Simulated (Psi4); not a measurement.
Frequency calculation, with input and output: N2 (part 2 of 3)

The same run, continued: N2, SMILES N#N; BLYP/def2-TZVP, RKS, dispersion D4 (Psi4 1.11). The geometry was optimised with BLYP/def2-TZVP.

Geometry of the input (Å):
```
N  0.4712  -0.1521  0.2427
N  -0.4712  0.1521  -0.2427
```

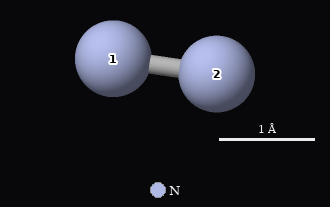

*The structure (ball-and-stick view, seen at an oblique angle; atoms are numbered from 1 in the order of the input).*

What the program printed, continued
```
   @DF-RKS iter SAD:  -109.12132371274436   -1.09121e+02   0.00000e+00
   @DF-RKS iter   1:  -109.47231053410488   -3.50987e-01   1.90112e-02 ADIIS/DIIS
   @DF-RKS iter   2:  -109.47167103086008    6.39503e-04   1.84623e-02 ADIIS/DIIS
   @DF-RKS iter   3:  -109.56197033198345   -9.02993e-02   5.66394e-04 ADIIS/DIIS
   @DF-RKS iter   4:  -109.56208042449263   -1.10093e-04   5.51704e-05 DIIS
   @DF-RKS iter   5:  -109.56208121108523   -7.86593e-07   1.04051e-05 DIIS
   @DF-RKS iter   6:  -109.56208123697483   -2.58896e-08   4.60300e-07 DIIS
   @DF-RKS iter   7:  -109.56208123704286   -6.80274e-11   1.28738e-08 DIIS
   @DF-RKS iter   8:  -109.56208123704293   -7.10543e-14   1.03748e-10 DIIS
  Energy and wave function converged.

  ==> Post-Iterations <==

   Electrons on quadrature grid:
      Ntotal   =   13.9999998761 ; deviation = -1.239e-07

    Final Occupation by Irrep:
             Ag   B1g   B2g   B3g    Au   B1u   B2u   B3u
    DOCC [     3,    0,    0,    0,    0,    1,    1,    2 ]
    NA   [     3,    0,    0,    0,    0,    1,    1,    2 ]
    NB   [     3,    0,    0,    0,    0,    1,    1,    2 ]

  @DF-RKS Final Energy:  -109.56208123704293

   => Energetics <=

    Nuclear Repulsion Energy =             23.5309442824857555
    One-Electron Energy =                -194.4391575369484144
    Two-Electron Energy =                  75.0411373865992033
    DFT Exchange-Correlation Energy =     -13.6941388053036839
    Empirical Dispersion Energy =          -0.0008665638758071
    VV10 Nonlocal Energy =                  0.0000000000000000
    Total Energy =                       -109.5620812370429320

Computation Completed

Properties will be evaluated at   0.000000,   0.000000,   0.000000 [a0]

Properties computed using the SCF density matrix

 Multipole Moments:

 ------------------------------------------------------------------------------------
     Multipole            Electronic (a.u.)      Nuclear  (a.u.)        Total (a.u.)
 ------------------------------------------------------------------------------------

 L = 1.  Multiply by 2.5417464519 to convert [e a0] to [Debye]
 Dipole X            :          0.0000000            0.0000000            0.0000000
 Dipole Y            :          0.0000000            0.0000000            0.0000000
 Dipole Z            :          0.0000000            0.0000000            0.0000000
 Magnitude           :                                                    0.0000000

 ------------------------------------------------------------------------------------

	total time  =          2 seconds =       0.03 minutes

         ------------------------------------------------------------
                                   SCF GRAD
         ------------------------------------------------------------

  ==> Geometry <==

    Molecular point group: d2h
    Full point group: D_inf_h

    Geometry (in Bohr), charge = 0, multiplicity = 1:

       Center              X                  Y                   Z               Mass
    ------------   -----------------  -----------------  -----------------  -----------------
         N            1.041182185716     0.000000000000     0.000000000000    14.003074004430
         N           -1.041182185716    -0.000000000000     0.000000000000    14.003074004430

  Nuclear repulsion =   23.530944282485756

   => Molecular Quadrature <=

    Radial Scheme          =       TREUTLER
    Pruning Scheme         =           NONE
    Nuclear Scheme         =       TREUTLER

    Blocking Scheme        =         OCTREE
    BS radius alpha        =              1
    Pruning alpha          =              1
    Radial Points          =             75
    Spherical Points       =            302
    Total Points           =          42988
    Total Blocks           =            380
    Max Points             =            256
    Max Functions          =             62
    Weights Tolerance      =       1.00E-15

  -Total Gradient:
     Atom            X                  Y                   Z
    ------   -----------------  -----------------  -----------------
       1       -0.002762735835    -0.000000000000     0.000000000000
       2        0.002762735835     0.000000000000     0.000000000000

	total time  =          0 seconds =       0.00 minutes

    Psi4 run time: 0:00:02.78

    -----------------------------------------------------------------------
                               Psi4 1.11 release

    h
    h
    h

    -----------------------------------------------------------------------

    Memory:     1.5 GiB
    Threads:    1
                ecpint, einsums, f̶o̶r̶t̶e̶, gauxc, gcp, g̶d̶m̶a̶, geometric, g̶p̶u̶_̶d̶f̶c̶c̶,
                i̶n̶t̶e̶g̶r̶a̶t̶o̶r̶x̶x̶, i̶p̶i̶, libefp, m̶d̶i̶, m̶p̶2̶d̶, m̶r̶c̶c̶, ooo,
                o̶p̶e̶n̶f̶e̶r̶m̶i̶o̶n̶p̶s̶i̶4̶, pcmsolver, p̶s̶i̶4̶f̶o̶c̶k̶c̶i̶, p̶s̶i̶x̶a̶s̶,
                p̶y̶e̶i̶n̶s̶u̶m̶s̶, r̶e̶s̶p̶, s̶i̶m̶i̶n̶t̶, s̶n̶s̶m̶p̶2̶,
                v̶2̶r̶d̶m̶_̶c̶a̶s̶s̶c̶f̶

gradient() will perform analytic gradient computation.

  ==> Geometry <==

    Molecular point group: d2h
    Full point group: D_inf_h

    Geometry (in Bohr), charge = 0, multiplicity = 1:

       Center              X                  Y                   Z               Mass
    ------------   -----------------  -----------------  -----------------  -----------------
         N            1.043071800639     0.000000000000     0.000000000000    14.003074004430
         N           -1.043071800639    -0.000000000000     0.000000000000    14.003074004430

  Running in d2h symmetry.

  Rotational constants: A = ************  B =      1.97566  C =      1.97566 [cm^-1]
  Rotational constants: A = ************  B =  59228.82884  C =  59228.82884 [MHz]
  Nuclear repulsion =   23.488315938539692

  Charge       = 0
  Multiplicity = 1
  Electrons    = 14
  Nalpha       = 7
  Nbeta        = 7

   => Auxiliary Basis Set <=

  Basis Set: (DEF2-TZVP AUX)
    Blend: DEF2-UNIVERSAL-JKFIT
    Number of shells: 50
    Number of basis functions: 154
    Number of Cartesian functions: 186
    Spherical Harmonics?: true
    Max angular momentum: 4

  Cached 100.0% of DFT collocation blocks in 0.072 [GiB].

  Minimum eigenvalue in the overlap matrix is 3.8163731891E-04.
  Reciprocal condition number of the overlap matrix is 8.5631960900E-05.
    Using symmetric orthogonalization.

  ==> Iterations <==

                           Total Energy        Delta E     RMS |[F,P]|

   @DF-RKS iter SAD:  -109.11836991728501   -1.09118e+02   0.00000e+00
   @DF-RKS iter   1:  -109.47303502142675   -3.54665e-01   1.89231e-02 ADIIS/DIIS
   @DF-RKS iter   2:  -109.47250436739955    5.30654e-04   1.83711e-02 ADIIS/DIIS
   @DF-RKS iter   3:  -109.56197195128313   -8.94676e-02   5.62539e-04 ADIIS/DIIS
   @DF-RKS iter   4:  -109.56208047506982   -1.08524e-04   5.54259e-05 DIIS
   @DF-RKS iter   5:  -109.56208126322990   -7.88160e-07   1.05969e-05 DIIS
   @DF-RKS iter   6:  -109.56208129013436   -2.69045e-08   4.57914e-07 DIIS
   @DF-RKS iter   7:  -109.56208129020186   -6.75016e-11   1.28624e-08 DIIS
   @DF-RKS iter   8:  -109.56208129020193   -7.10543e-14   1.02932e-10 DIIS
  Energy and wave function converged.

  ==> Post-Iterations <==

   Electrons on quadrature grid:
      Ntotal   =   13.9999998688 ; deviation = -1.312e-07

    Final Occupation by Irrep:
             Ag   B1g   B2g   B3g    Au   B1u   B2u   B3u
    DOCC [     3,    0,    0,    0,    0,    1,    1,    2 ]
    NA   [     3,    0,    0,    0,    0,    1,    1,    2 ]
    NB   [     3,    0,    0,    0,    0,    1,    1,    2 ]

  @DF-RKS Final Energy:  -109.56208129020193

   => Energetics <=

    Nuclear Repulsion Energy =             23.4883159385396922
    One-Electron Energy =                -194.3570096812140378
    Two-Electron Energy =                  74.9991962528351621
    DFT Exchange-Correlation Energy =     -13.6917172435234882
    Empirical Dispersion Energy =          -0.0008665568392709
    VV10 Nonlocal Energy =                  0.0000000000000000
    Total Energy =                       -109.5620812902019310

Computation Completed

Properties will be evaluated at   0.000000,   0.000000,   0.000000 [a0]

Properties computed using the SCF density matrix

 Multipole Moments:

 ------------------------------------------------------------------------------------
     Multipole            Electronic (a.u.)      Nuclear  (a.u.)        Total (a.u.)
 ------------------------------------------------------------------------------------

 L = 1.  Multiply by 2.5417464519 to convert [e a0] to [Debye]
 Dipole X            :          0.0000000            0.0000000            0.0000000
 Dipole Y            :          0.0000000            0.0000000            0.0000000
 Dipole Z            :          0.0000000            0.0000000            0.0000000
 Magnitude           :                                                    0.0000000

 ------------------------------------------------------------------------------------

	total time  =          1 seconds =       0.02 minutes

         ------------------------------------------------------------
                                   SCF GRAD
         ------------------------------------------------------------

  ==> Geometry <==

    Molecular point group: d2h
    Full point group: D_inf_h

    Geometry (in Bohr), charge = 0, multiplicity = 1:

       Center              X                  Y                   Z               Mass
    ------------   -----------------  -----------------  -----------------  -----------------
         N            1.043071800639     0.000000000000     0.000000000000    14.003074004430
         N           -1.043071800639    -0.000000000000     0.000000000000    14.003074004430

  Nuclear repulsion =   23.488315938539692

   => Molecular Quadrature <=

    Radial Scheme          =       TREUTLER
    Pruning Scheme         =           NONE
    Nuclear Scheme         =       TREUTLER

    Blocking Scheme        =         OCTREE
    BS radius alpha        =              1
    Pruning alpha          =              1
    Radial Points          =             75
    Spherical Points       =            302
    Total Points           =          42988
    Total Blocks           =            380
    Max Points             =            256
    Max Functions          =             62
    Weights Tolerance      =       1.00E-15

  -Total Gradient:
     Atom            X                  Y                   Z
    ------   -----------------  -----------------  -----------------
       1        0.002705953271     0.000000000000     0.000000000000
       2       -0.002705953271    -0.000000000000     0.000000000000

	total time  =          0 seconds =       0.00 minutes

    Psi4 run time: 0:00:02.76

    -----------------------------------------------------------------------
                               Psi4 1.11 release

    h
    h
    h

    -----------------------------------------------------------------------

    Memory:     1.5 GiB
    Threads:    1
                ecpint, einsums, f̶o̶r̶t̶e̶, gauxc, gcp, g̶d̶m̶a̶, geometric, g̶p̶u̶_̶d̶f̶c̶c̶,
                i̶n̶t̶e̶g̶r̶a̶t̶o̶r̶x̶x̶, i̶p̶i̶, libefp, m̶d̶i̶, m̶p̶2̶d̶, m̶r̶c̶c̶, ooo,
                o̶p̶e̶n̶f̶e̶r̶m̶i̶o̶n̶p̶s̶i̶4̶, pcmsolver, p̶s̶i̶4̶f̶o̶c̶k̶c̶i̶, p̶s̶i̶x̶a̶s̶,
                p̶y̶e̶i̶n̶s̶u̶m̶s̶, r̶e̶s̶p̶, s̶i̶m̶i̶n̶t̶, s̶n̶s̶m̶p̶2̶,
                v̶2̶r̶d̶m̶_̶c̶a̶s̶s̶c̶f̶

gradient() will perform analytic gradient computation.

  ==> Geometry <==

    Molecular point group: c2h
    Full point group: D_inf_h

    Geometry (in Bohr), charge = 0, multiplicity = 1:

       Center              X                  Y                   Z               Mass
    ------------   -----------------  -----------------  -----------------  -----------------
         N            1.042126993178    -0.000944807462     0.000000000000    14.003074004430
         N           -1.042126993178     0.000944807462     0.000000000000    14.003074004430

  Running in c2h symmetry.

  Rotational constants: A = ************  B =      1.97924  C =      1.97924 [cm^-1]
  Rotational constants: A = ************  B =  59336.22419  C =  59336.22419 [MHz]
  Nuclear repulsion =   23.509601124919996

  Charge       = 0
  Multiplicity = 1
  Electrons    = 14
  Nalpha       = 7
  Nbeta        = 7

   => Molecular Quadrature <=

    Radial Scheme          =       TREUTLER
    Pruning Scheme         =           NONE
    Nuclear Scheme         =       TREUTLER

    Blocking Scheme        =         OCTREE
    BS radius alpha        =              1
    Pruning alpha          =              1
    Radial Points          =             75
    Spherical Points       =            302
    Total Points           =          42988
    Total Blocks           =            386
    Max Points             =            255
    Max Functions          =             62
    Weights Tolerance      =       1.00E-15

   => Auxiliary Basis Set <=

  Basis Set: (DEF2-TZVP AUX)
    Blend: DEF2-UNIVERSAL-JKFIT
    Number of shells: 50
    Number of basis functions: 154
    Number of Cartesian functions: 186
    Spherical Harmonics?: true
    Max angular momentum: 4

  Cached 100.0% of DFT collocation blocks in 0.073 [GiB].

  Minimum eigenvalue in the overlap matrix is 3.7883794432E-04.
  Reciprocal condition number of the overlap matrix is 8.4977705312E-05.
    Using symmetric orthogonalization.

  ==> Pre-Iterations <==

  SCF Guess: Superposition of Atomic Densities via on-the-fly atomic UHF (no occupation information).

   -------------------------
    Irrep   Nso     Nmo
   -------------------------
     Ag        21      21
     Bg        10      10
     Au        10      10
     Bu        21      21
   -------------------------
    Total      62      62
   -------------------------

  ==> Iterations <==

                           Total Energy        Delta E     RMS |[F,P]|

   @DF-RKS iter SAD:  -109.11984611184391   -1.09120e+02   0.00000e+00
   @DF-RKS iter   1:  -109.47267643686357   -3.52830e-01   1.41946e-02 ADIIS/DIIS
   @DF-RKS iter   2:  -109.47209168561135    5.84751e-04   1.37826e-02 ADIIS/DIIS
   @DF-RKS iter   3:  -109.56196910032317   -8.98774e-02   4.32393e-04 ADIIS/DIIS
   @DF-RKS iter   4:  -109.56208305091344   -1.13951e-04   4.09486e-05 DIIS
   @DF-RKS iter   5:  -109.56208382068503   -7.69772e-07   7.87282e-06 DIIS
   @DF-RKS iter   6:  -109.56208384714346   -2.64584e-08   3.44310e-07 DIIS
   @DF-RKS iter   7:  -109.56208384721170   -6.82405e-11   9.65273e-09 DIIS
  Energy and wave function converged.

  ==> Post-Iterations <==

   Electrons on quadrature grid:
      Ntotal   =   13.9999998724 ; deviation = -1.276e-07

    Final Occupation by Irrep:
             Ag    Bg    Au    Bu
    DOCC [     3,    0,    1,    3 ]
    NA   [     3,    0,    1,    3 ]
    NB   [     3,    0,    1,    3 ]

  @DF-RKS Final Energy:  -109.56208384721170

   => Energetics <=
```
